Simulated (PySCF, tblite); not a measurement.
# C8H14OSi: geometry, infrared bands and NMR shifts

Wanted: the infrared bands and NMR shifts of C8H14OSi (`C=C(/C=C\O/C=C/C)[SiH2]C`), by calculation.

The runs use tblite 0.8.0 and PySCF 2.14.0, with density-fitted response routines of our own; the level of theory stands in each step. All values are computed, except where a source is named. Atoms count from 0, in the outputs and in this text.

## 1. The molecule as given

24 atoms, charge 0, multiplicity 1; geometry from: force field or distance geometry start.

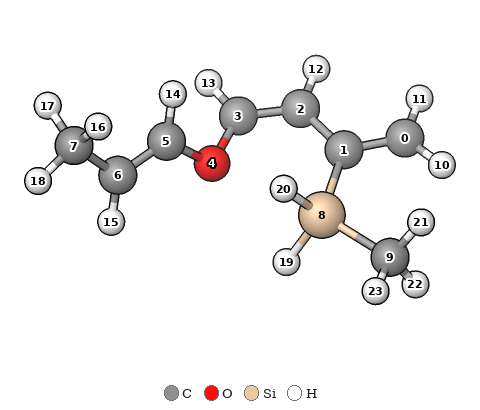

The starting geometry (carbon grey, oxygen red, silicon light orange, hydrogen white), atoms numbered.

## 2. Relaxing the molecule with GFN2-xTB

What the job is given:

```
{"job": {"kind": "relax", "xc": "GFN2-xTB", "basis": "xTB"}, "charge": 0, "multiplicity": 1}
C      2.497200     1.106500     1.777800
C      1.482600     0.941800     0.937100
C      0.312600     1.767000     1.154100
C     -0.764500     1.695300     0.370700
O     -0.826200     0.780000    -0.690200
C     -1.981400    -0.029200    -0.664200
C     -2.558300    -0.472300    -1.760300
C     -3.763200    -1.317700    -1.570600
Si     1.658000    -0.308900    -0.370800
C      3.290900    -1.186200    -0.341500
H      3.420400     0.547000     1.727400
H      2.413300     1.848300     2.585100
H      0.247900     2.511900     1.976500
H     -1.609300     2.349100     0.596200
H     -2.389000    -0.276400     0.308300
H     -2.160000    -0.223600    -2.726800
H     -3.594400    -2.160400    -0.866200
H     -4.623900    -0.740100    -1.170200
H     -4.083600    -1.703900    -2.566700
H      1.566000     0.348700    -1.695900
H      0.579800    -1.295400    -0.169700
H      3.455600    -1.586100     0.681900
H      4.112800    -0.501600    -0.656900
H      3.304900    -2.074100    -1.024300
```

Run with:

```console
$ OMP_NUM_THREADS=1 python probes_run.py task.json out
```

The driver reads the jobs from task.json and runs them one after another.

The log of the run:

```text
step      E/eV     max force
  0    -815.10063    2.567
  1    -815.36881    0.767
  2    -815.43159    0.564
  3    -815.47432    0.544
  4    -815.51176    0.401
  5    -815.52852    0.235
  6    -815.53526    0.160
  7    -815.54095    0.181
  8    -815.54637    0.198
  9    -815.55065    0.143
 10    -815.55390    0.121
 11    -815.55665    0.122
 12    -815.55944    0.137
 13    -815.56197    0.139
 14    -815.56390    0.102
 15    -815.56540    0.095
 16    -815.56682    0.136
 17    -815.56831    0.142
 18    -815.56990    0.105
 19    -815.57145    0.089
 20    -815.57301    0.102
 21    -815.57488    0.123
 22    -815.57749    0.141
 23    -815.58101    0.117
 24    -815.58479    0.163
 25    -815.58804    0.179
 26    -815.59087    0.153
 27    -815.59338    0.111
 28    -815.59552    0.110
 29    -815.59728    0.098
 30    -815.59883    0.098
 31    -815.60067    0.105
 32    -815.60330    0.127
 33    -815.60655    0.141
 34    -815.60948    0.128
 35    -815.61179    0.127
 36    -815.61423    0.120
 37    -815.61735    0.138
 38    -815.62079    0.140
 39    -815.62315    0.181
 40    -815.62539    0.108
 41    -815.62727    0.111
 42    -815.63221    0.144
 43    -815.63610    0.147
 44    -815.64424    0.177
 45    -815.64873    0.233
 46    -815.65385    0.240
 47    -815.65996    0.189
 48    -815.66951    0.170
 49    -815.68364    0.234
 50    -815.69167    0.193
 51    -815.69933    0.225
 52    -815.70545    0.197
 53    -815.70502    0.510
 54    -815.71650    0.162
 55    -815.72152    0.118
 56    -815.72953    0.119
 57    -815.73189    0.132
 58    -815.73711    0.192
 59    -815.74187    0.194
 60    -815.74730    0.142
 61    -815.75031    0.138
 62    -815.75281    0.123
 63    -815.75474    0.104
 64    -815.75645    0.102
 65    -815.75795    0.096
 66    -815.75944    0.114
 67    -815.76080    0.100
 68    -815.76234    0.096
 69    -815.76432    0.127
 70    -815.76707    0.120
 71    -815.76978    0.103
 72    -815.77166    0.096
 73    -815.77270    0.074
 74    -815.77338    0.059
 75    -815.77413    0.061
 76    -815.77487    0.042
 77    -815.77531    0.041
 78    -815.77569    0.040
 79    -815.77620    0.045
 80    -815.77673    0.045
 81    -815.77721    0.039
 82    -815.77762    0.043
 83    -815.77806    0.040
 84    -815.77857    0.049
 85    -815.77911    0.059
 86    -815.77962    0.054
 87    -815.78005    0.043
 88    -815.78041    0.030
 89    -815.78070    0.031
 90    -815.78098    0.033
 91    -815.78130    0.033
 92    -815.78166    0.047
 93    -815.78210    0.050
 94    -815.78259    0.040
 95    -815.78309    0.036
 96    -815.78361    0.043
 97    -815.78415    0.052
 98    -815.78469    0.050
 99    -815.78523    0.053
100    -815.78581    0.046
101    -815.78644    0.051
102    -815.78696    0.048
103    -815.78723    0.056
104    -815.78750    0.031
105    -815.78765    0.030
106    -815.78779    0.032
107    -815.78794    0.031
108    -815.78808    0.026
109    -815.78820    0.026
110    -815.78834    0.025
111    -815.78846    0.022
112    -815.78857    0.019
113    -815.78865    0.017
114    -815.78871    0.020
115    -815.78878    0.021
116    -815.78886    0.018
117    -815.78894    0.020
118    -815.78901    0.024
119    -815.78909    0.024
120    -815.78919    0.028
121    -815.78931    0.027
122    -815.78945    0.022
123    -815.78959    0.025
124    -815.78974    0.027
125    -815.78990    0.028
126    -815.79007    0.024
127    -815.79021    0.024
128    -815.79032    0.021
129    -815.79043    0.025
130    -815.79052    0.020
131    -815.79061    0.021
132    -815.79069    0.019
133    -815.79076    0.020
134    -815.79081    0.016
135    -815.79086    0.010
136    -815.79089    0.010
137    -815.79093    0.015
138    -815.79096    0.015
139    -815.79098    0.010
140    -815.79100    0.008
```

Run time: 2.7 s. Hardware: 1 thread of Arm Neoverse N1, shared host; peak memory 0.18 GiB.

The steps of the relaxation: (not every step is listed)

```csv
step,energy from step 0 (eV),largest force (eV/Å)
0,0.0000,2.5669
1,-0.2682,0.7670
2,-0.3310,0.5638
3,-0.3737,0.5436
4,-0.4111,0.4007
5,-0.4279,0.2348
6,-0.4346,0.1603
7,-0.4403,0.1809
8,-0.4457,0.1975
20,-0.4724,0.1020
32,-0.5027,0.1270
44,-0.5436,0.1769
56,-0.6289,0.1195
68,-0.6617,0.0964
80,-0.6761,0.0453
92,-0.6810,0.0467
104,-0.6869,0.0307
116,-0.6882,0.0181
128,-0.6897,0.0213
135,-0.6902,0.0101
136,-0.6903,0.0102
137,-0.6903,0.0152
138,-0.6903,0.0154
139,-0.6903,0.0103
140,-0.6904,0.0084
```

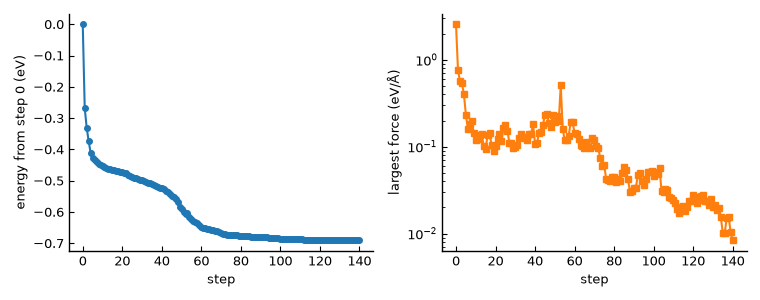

Energy and largest force along the relaxation.

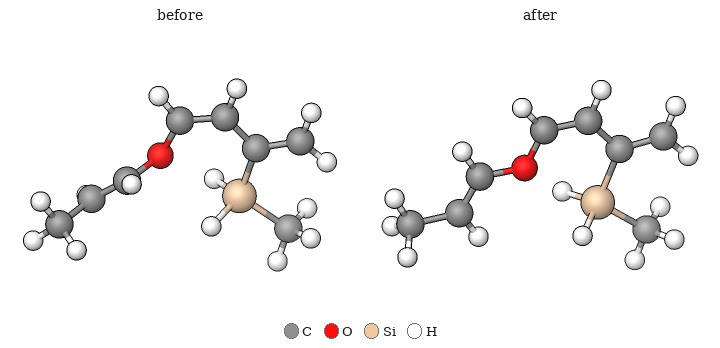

Before and after, at one scale.

Close pairs (by a distance rule), those that changed most:

```csv
bond,before (Å),after (Å),change (Å)
C1–Si8,1.818,1.897,+0.079
O4–C5,1.411,1.359,-0.052
C3–O4,1.403,1.352,-0.051
Si8–C9,1.854,1.903,+0.049
C9–H23,1.120,1.086,-0.035
C2–H12,1.111,1.082,-0.030
C9–H22,1.115,1.086,-0.029
C7–H18,1.115,1.090,-0.026
```

The end geometry stands in the next job.

## 3. Vibrational analysis with GFN2-xTB

What the job is given:

```
{"job": {"kind": "ir", "xc": "GFN2-xTB", "basis": "xTB"}, "charge": 0, "multiplicity": 1}
C      2.720744     1.354571     1.618082
C      1.594759     0.990689     0.995081
C      0.376566     1.720228     1.278059
C     -0.823540     1.434930     0.767243
O     -1.005368     0.404695    -0.088972
C     -2.252126     0.135687    -0.556757
C     -2.479939    -0.864811    -1.397171
C     -3.828124    -1.206468    -1.933882
Si     1.549915    -0.449716    -0.238208
C      3.315727    -1.128040    -0.442229
H      3.656559     0.851247     1.450963
H      2.744793     2.172286     2.324669
H      0.443233     2.557622     1.959259
H     -1.707576     2.014126     1.017799
H     -3.046581     0.785742    -0.199704
H     -1.649438    -1.475558    -1.718013
H     -4.089003    -2.231294    -1.671729
H     -4.588294    -0.538699    -1.536643
H     -3.832365    -1.134575    -3.021041
H      1.123019     0.006131    -1.567360
H      0.726524    -1.549594     0.280282
H      3.717971    -1.511668     0.490376
H      4.000913    -0.371821    -0.813106
H      3.319898    -1.945946    -1.155978
```

The log of the run:

```text
mode    cm-1     km/mol
  1      38.4      0.08
  2      49.2      1.66
  3      59.8      0.83
  4      96.7      0.00
  5     130.6      0.58
  6     163.9      1.85
  7     166.2      1.37
  8     171.5      1.42
  9     176.9      3.26
 10     257.8      4.99
 11     274.0      1.24
 12     284.9      1.27
 13     345.2      1.38
 14     415.6     21.08
 15     421.7      5.97
 16     474.8      0.69
 17     544.1     50.84
 18     618.3      6.00
 19     664.8      3.11
 20     680.4      5.97
 21     688.2    107.21
 22     722.5      6.87
 23     725.9      2.78
 24     752.6     57.32
 25     782.6    206.14
 26     817.6      6.61
 27     832.7     77.57
 28     840.8    176.78
 29     873.6      0.45
 30     890.5     24.21
 31     956.2     21.79
 32     963.1      0.22
 33     983.0     24.23
 34    1038.4      0.27
 35    1052.4     19.94
 36    1134.1      1.14
 37    1186.4    366.69
 38    1219.1     40.02
 39    1248.8     18.16
 40    1269.5    127.25
 41    1298.9     86.19
 42    1350.8     50.55
 43    1377.3      7.91
 44    1403.9      3.09
 45    1421.5      6.72
 46    1476.6      4.75
 47    1486.6      4.33
 48    1503.9      0.19
 49    1507.0      0.01
 50    1621.7      2.65
 51    1666.4    186.78
 52    1721.4     89.91
 53    2203.7    124.85
 54    2207.7    496.15
 55    2998.1     25.19
 56    3000.0     42.29
 57    3005.0     48.12
 58    3014.7     37.84
 59    3039.7     37.14
 60    3040.6     46.54
 61    3042.8     26.42
 62    3046.7     18.15
 63    3056.7     11.44
 64    3061.1     99.11
 65    3096.2     43.93
 66    3128.9     27.16
```

Run time: 2.3 s. Hardware: 1 thread of Arm Neoverse N1, shared host; peak memory 0.18 GiB.

The strongest bands and the atoms that carry them (share of the mass-weighted mode):

```csv
cm⁻¹,km/mol,atoms
688,107.2,"H19 38 %, H20 36 %, H23 12 %"
783,206.1,"H19 40 %, H20 39 %"
841,176.8,"H23 36 %, C9 14 %, H21 12 %, H19 10 %"
1186,366.7,"O4 39 %, C5 27 %, H12 12 %"
1270,127.2,"H12 31 %, C1 14 %, H13 13 %, H15 12 %"
1666,186.8,"C3 48 %, C2 46 %"
2204,124.8,"H19 53 %, H20 45 %"
2208,496.1,"H20 52 %, H19 44 %"
```

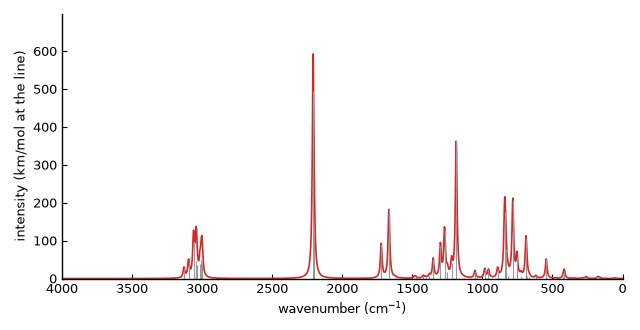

The infrared spectrum from these modes, unscaled. Lines are broadened to a width of 14 cm⁻¹ (Lorentzian).

## 4. NMR shieldings: PBE0/pcSseg-1

Settings changed since step 3:

```diff
@@ -1,2 +1,2 @@
-{"job": {"kind": "ir", "xc": "GFN2-xTB", "basis": "xTB"}, "charge": 0, "multiplicity": 1}
+{"job": {"kind": "nmr", "xc": "PBE0", "basis": "pcSseg-1"}, "charge": 0, "multiplicity": 1}
 C      2.720744     1.354571     1.618082
```

With the program's defaults for keys left out, this is: GIAO PBE0/pcSseg-1 NMR shielding, non-relativistic, gas phase.

The log of the run:

```text
coarse grid: 20080 points
cycle   1  E = -677.1177588240  dE =  1.241e+00  |g| = 6.371e-01  |ddm| = 4.423e+00
cycle   2  E = -677.0633795835  dE =  5.438e-02  |g| = 7.959e-01  |ddm| = 1.231e+00
cycle   3  E = -677.2097001821  dE = -1.463e-01  |g| = 1.355e-01  |ddm| = 7.498e-01
cycle   4  E = -677.2139598616  dE = -4.260e-03  |g| = 6.049e-02  |ddm| = 1.766e-01
cycle   5  E = -677.2147492144  dE = -7.894e-04  |g| = 2.150e-02  |ddm| = 6.026e-02
cycle   6  E = -677.2148359428  dE = -8.673e-05  |g| = 4.087e-03  |ddm| = 1.667e-02
cycle   7  E = -677.2148394266  dE = -3.484e-06  |g| = 1.200e-03  |ddm| = 4.626e-03
final grid: 188008 points
cycle   8  E = -677.2855104248  dE = -4.524e-05  |g| = 1.233e-02  |ddm| = 4.624e-02
cycle   9  E = -677.2854772646  dE =  3.316e-05  |g| = 1.799e-02  |ddm| = 2.036e-02
cycle  10  E = -677.2855405344  dE = -6.327e-05  |g| = 3.275e-03  |ddm| = 1.391e-02
cycle  11  E = -677.2855431416  dE = -2.607e-06  |g| = 4.455e-04  |ddm| = 3.206e-03
cycle  12  E = -677.2855431828  dE = -4.119e-08  |g| = 1.797e-04  |ddm| = 5.027e-04
cycle  13  E = -677.2855431905  dE = -7.772e-09  |g| = 4.194e-05  |ddm| = 1.968e-04
cycle  14  E = -677.2855431910  dE = -4.275e-10  |g| = 1.435e-05  |ddm| = 6.041e-05
converged SCF energy = -677.2855431910

GIAO shielding tensors (ppm)
atom      isotropic    diamagn.    paramagn.     s11        s22        s33       span
  0 C       54.917     251.027    -196.109    -51.071     63.014    152.809    203.880
  1 C       39.499     263.289    -223.790    -69.362      8.785    179.075    248.437
  2 C       66.782     256.981    -190.199    -26.810     92.969    134.188    160.998
  3 C       37.284     253.084    -215.800    -43.501     67.585     87.768    131.269
  4 O      148.409     408.390    -259.981     78.989     99.276    266.964    187.975
  5 C       36.795     250.836    -214.040    -54.582     76.689     88.279    142.861
  6 C       75.061     259.696    -184.635    -20.459     85.189    160.453    180.912
  7 C      170.914     245.292     -74.377    158.255    167.306    187.183     28.928
  8 Si     398.882     883.752    -484.870    356.355    408.578    431.714     75.359
  9 C      192.790     254.969     -62.179    191.116    192.491    194.761      3.645
 10 H       26.303      31.773      -5.470     23.753     24.269     30.889      7.136
 11 H       25.802      30.475      -4.673     23.095     24.908     29.404      6.310
 12 H       26.183      33.177      -6.994     24.154     25.928     28.467      4.313
 13 H       25.508      31.582      -6.074     22.553     25.731     28.240      5.688
 14 H       25.304      32.208      -6.904     22.996     24.073     28.842      5.846
 15 H       26.211      37.257     -11.046     22.770     25.692     30.170      7.400
 16 H       29.797      26.426       3.371     25.321     27.745     36.326     11.006
 17 H       30.243      27.146       3.096     26.336     29.316     35.076      8.739
 18 H       29.794      26.054       3.739     25.323     27.709     36.348     11.025
 19 H       26.861      33.709      -6.848     22.545     27.314     30.724      8.179
 20 H       26.850      33.968      -7.118     22.586     27.209     30.754      8.167
 21 H       31.593      31.559       0.034     27.360     29.101     38.317     10.958
 22 H       31.626      31.119       0.507     27.413     29.120     38.345     10.933
 23 H       31.645      30.925       0.721     26.908     29.004     39.024     12.116
```

Wall time 1.9 min (1 thread of Arm Neoverse N1, shared host); peak memory 1.1 GiB.

Shifts follow as δ = σ(reference) − σ, with reference shieldings (ppm) from runs at the same level and on the same kind of geometry: ¹H TMS 31.72, ¹³C TMS 186.9, ²⁹Si TMS 349.2, ¹⁷O H2O 336.1. The references are single molecules in the gas phase, so shifts against H2O, NH3, PH3, H3PO4 or CFCl3 are not on the usual liquid scales and can be off by tens of ppm. Atoms listed in one row are averaged.

```csv
atoms,environment,σ (ppm),δ (ppm),δ scaled to CDCl3
C5,alkene carbon bearing oxygen,36.8,150.1,144.6
C3,alkene carbon bearing oxygen,37.3,149.6,144.1
C1,fully substituted alkene carbon,39.5,147.4,142.0
C0,terminal =CH2 carbon,54.9,132.0,126.9
C2,β carbon of an enol-ether or enamine type C=C,66.8,120.1,115.3
C6,β carbon of an enol-ether or enamine type C=C,75.1,111.9,107.3
C7,allylic methyl carbon,170.9,16.0,13.7
C9,methyl carbon bonded to Si,192.8,-5.9,-7.6
H14,hydrogen on an alkene carbon bearing oxygen,25.30,6.41,6.15
H13,hydrogen on an alkene carbon bearing oxygen,25.51,6.21,5.96
H11,hydrogen on a terminal =CH2 carbon,25.80,5.91,5.68
H12,hydrogen on a β carbon of an enol-ether or enamine type C=C,26.18,5.53,5.32
H15,hydrogen on a β carbon of an enol-ether or enamine type C=C,26.21,5.51,5.30
H10,hydrogen on a terminal =CH2 carbon,26.30,5.41,5.21
"H19, H20",hydrogen on a silicon bonded to 2 C,26.86,4.86,–
"H16, H17, H18",hydrogen on an allylic methyl carbon,29.94,1.77,1.78
"H21, H22, H23",hydrogen on a methyl carbon bonded to Si,31.62,0.10,0.20
O4,ether oxygen,148.4,187.7,–
Si8,"silicon bonded to 2 C, 2 H",398.9,-49.7,–
```

The scaled column applies a straight-line fit of computed shieldings to shifts measured in CDCl3 (root-mean-square error 0.16 ppm for H, 1.9 ppm for C).

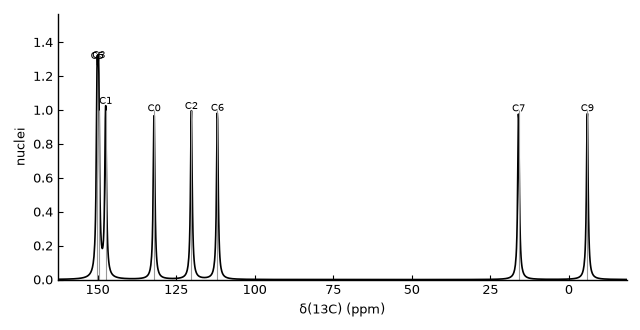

¹³C lines at the computed shifts, without couplings. Lines are broadened to a width of 0.62 ppm (Lorentzian).

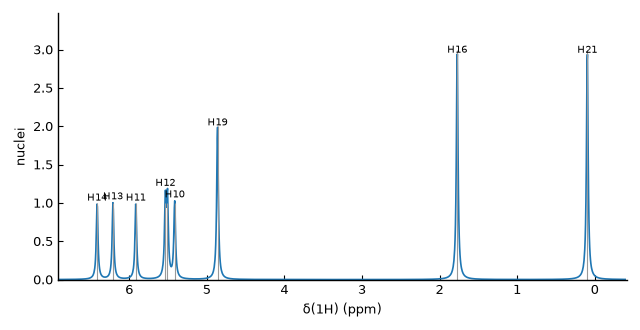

¹H lines at the computed shifts, without couplings. Lines are broadened to a width of 0.03 ppm (Lorentzian).

The run also stored atomic charges by several schemes (e):

```csv
atoms,Mulliken,IAO,Hirshfeld,ESP fit
C0,-0.11,-0.30,-0.10,-0.47
C1,-0.48,-0.25,-0.09,0.04
C2,-0.12,-0.20,-0.08,-0.42
C3,0.16,0.04,0.03,0.02
O4,-0.46,-0.26,-0.04,-0.04
C5,0.17,0.03,0.02,-0.24
C6,-0.27,-0.18,-0.07,-0.04
C7,-0.22,-0.42,-0.11,-0.37
Si8,0.76,0.76,0.31,0.68
C9,-0.65,-0.72,-0.22,-0.75
```

IAO charges:

C0 -0.30; C1 -0.25; C2 -0.20; C3 0.04; O4 -0.26; C5 0.03; C6 -0.18; C7 -0.42; Si8 0.76; C9 -0.72; H10 0.15; H11 0.14; H12 0.15; H13 0.14; H14 0.13; H15 0.16; H16 0.15; H17 0.14; H18 0.15; H19 -0.13; H20 -0.13; H21 0.15; H22 0.15; H23 0.15

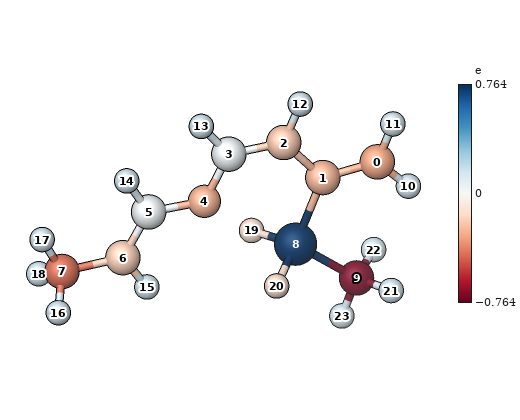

IAO charges, as colours on the atoms.

Mayer bond orders: C0–C1 1.91, C1–C2 1.10, C2–C3 1.81, C3–O4 0.96, O4–C5 0.94, C5–C6 1.85, C6–C7 1.07, C1–Si8 0.82, Si8–C9 0.93.

## 5. Summary of results

| quantity | value |
| --- | --- |
| strongest single infrared mode (GFN2-xTB) | 2208 cm⁻¹, 496 km/mol |
| zero-point energy (GFN2-xTB) | 119.8 kcal/mol |
| ¹³C shifts against TMS (PBE0/pcSseg-1) | 150.1, 149.6, 147.4, 132.0, 120.1, 111.9, 16.0, -5.9 ppm |
| ¹H shifts against TMS (PBE0/pcSseg-1, means over atoms taken as alike) | 6.41, 6.21, 5.91, 5.53, 5.51, 5.41, 4.86, 1.77, 0.10 ppm |
| ¹⁷O shifts against H2O (PBE0/pcSseg-1) | 187.7 ppm |
| ²⁹Si shifts against TMS (PBE0/pcSseg-1) | -49.7 ppm |

**Reading.** The optimisation took 140 steps and gained 0.690 eV; among the close pairs (by a distance rule), C1–Si8 changed most, from 1.818 to 1.897 Å. All 66 modes are real, so the xTB geometry is a minimum. The strongest single mode, at 2208 cm⁻¹, moves mainly H20 and H19. GFN2-xTB is a fitted tight-binding method: band positions and strengths are rough. Its intensities can rank the bands wrongly. At PBE0/pcSseg-1: Shielding is most anisotropic at C1 (span 248 ppm, paramagnetic term -224 ppm).
